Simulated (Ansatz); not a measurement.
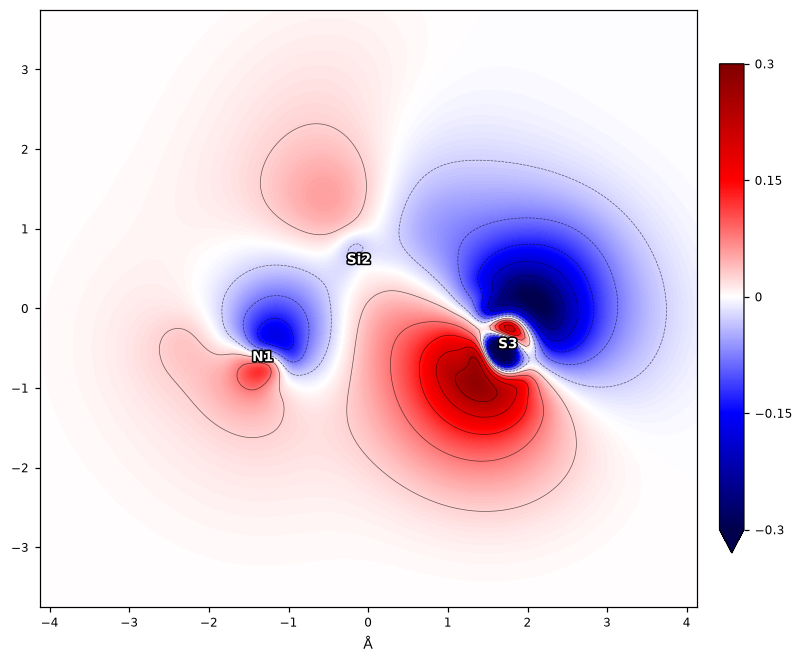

BrH4NSSi. The HOMO on the plane of atoms N1, Si2 and S3 (values in Å⁻³ᐟ²; the overall sign is arbitrary).

Method: RKS PBE-D4/def2-SVP (Ansatz 0.2.0).

```xyz
8

N    -0.2620    1.3918    0.2673
Si    0.3719   -0.1340   -0.2177
S     0.0384   -1.4313    1.4646
Br   -0.5678   -1.1125   -2.0430
H     0.0107    2.2351   -0.2439
H    -1.2215    1.4573    0.6168
H     1.8020    0.0878   -0.5991
H    -0.0796   -2.5515    0.6990
```

> Describe this orbital and give its energy.

It lies mainly on S3 (about 80 %); largely a lone pair of S3. Its energy is −6.26 eV.
